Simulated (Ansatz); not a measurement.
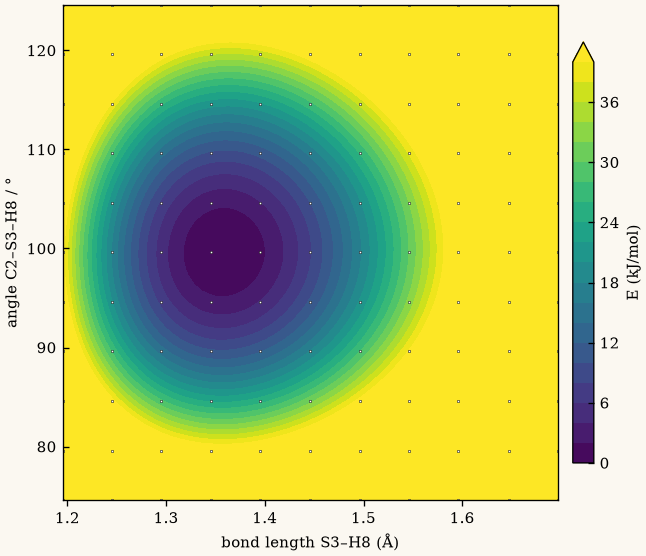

CH5SSi, SMILES [SiH3]C=[SH+], charge +1. First axis: bond length S3–H8. Second axis: angle C2–S3–H8. Nothing is relaxed (all other coordinates rigid). The scan uses an 11 × 11 grid. Points are written as (first, second). Energies: kJ/mol, counted from the relaxed molecule at the same level. The calculation used RKS B3LYP-D4/def2-TZVP (Ansatz).

The picture shows filled contours, dots at the grid points, one colour for all values above the top of the scale. Between grid points the surface is interpolated.

**Estimate the position of the minimum and the force constants in these coordinates.**

The interpolated minimum is at bond length S3–H8 ≈ 1.357 Å, angle C2–S3–H8 ≈ 99.6°. The curvatures there are about 24 eV/Å² and 6.7 eV/rad², with a cross term of about −0.3 eV/(Å·rad). Round the minimum the two coordinates are nearly uncoupled. (1 eV is 96.5 kJ/mol.)
